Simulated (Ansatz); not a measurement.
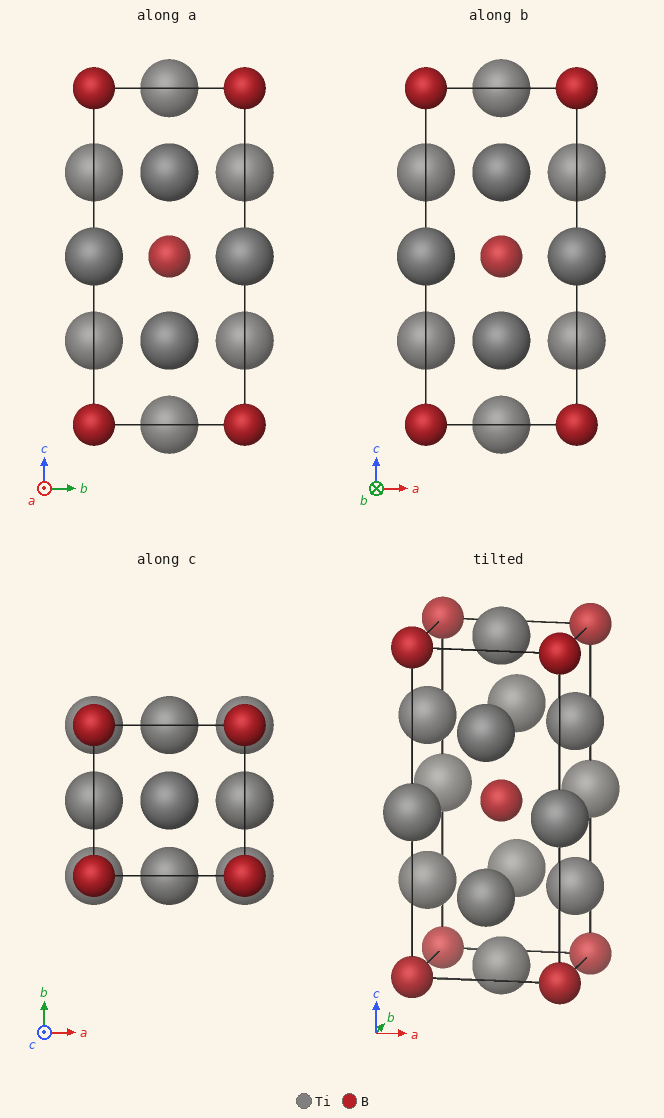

Drawn in the spheres-only manner and seen along the a axis, along the b axis, along the c axis and slightly off an axis. Atoms at the boundary of the conventional unit cell (the box) are drawn once for each face, edge or corner they touch.

Lattice parameters: a = 3.6646 Å, b = 3.6646 Å, c = 8.1765 Å, α = 90.000°, β = 90.000°, γ = 90.000°.

Question: Convert the drawing into a CIF in P1 with every atom of the cell.

Answer:
```cif
data_structure
_symmetry_space_group_name_H-M 'P 1'
_symmetry_Int_Tables_number 1
_cell_length_a 3.6646
_cell_length_b 3.6646
_cell_length_c 8.1765
_cell_angle_alpha 90.000
_cell_angle_beta 90.000
_cell_angle_gamma 90.000
_cell_volume 109.81
loop_
_atom_site_label
_atom_site_type_symbol
_atom_site_fract_x
_atom_site_fract_y
_atom_site_fract_z
_atom_site_occupancy
Ti1 Ti 0.0000 0.5000 0.2500 1
Ti2 Ti 0.5000 0.0000 0.2500 1
Ti3 Ti 0.5000 0.5000 0.0000 1
B1 B 0.0000 0.0000 0.0000 1
Ti4 Ti 0.5000 0.0000 0.7500 1
Ti5 Ti 0.0000 0.5000 0.7500 1
Ti6 Ti 0.0000 0.0000 0.5000 1
B2 B 0.5000 0.5000 0.5000 1
```

The structure comes from a structure type filled with these elements by a generator (whether the compound takes this form wasn't checked). Earlier steps of the study may have refined or changed the cell and positions. It was set up as input for a calculation with Ansatz.
